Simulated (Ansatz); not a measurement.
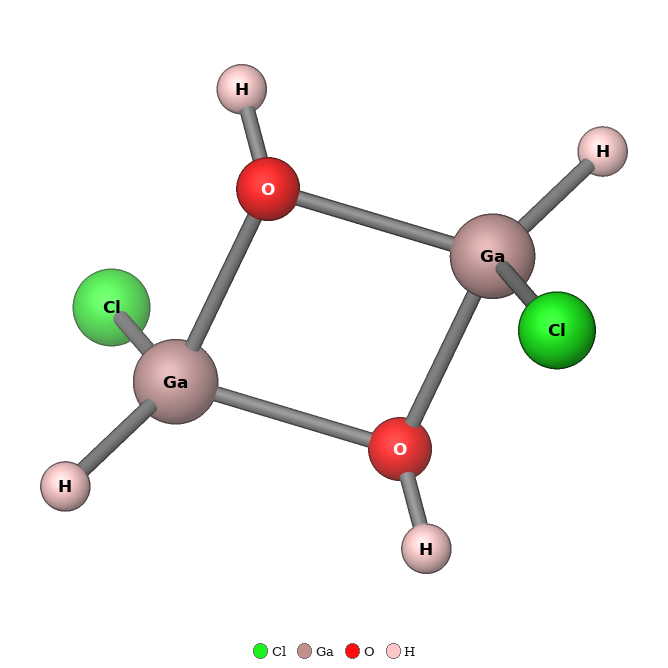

Depth is shown by fading: the farther an atom, the more it takes the colour of the background. The geometry was computed by an optimisation with PBE0-D4/def2-TZVP.

Question: Which symmetry elements does this geometry have?

Answer: It has a centre of inversion, so the point group is Ci. The group has 2 operations. The geometry is achiral, and symmetry forbids a dipole moment.
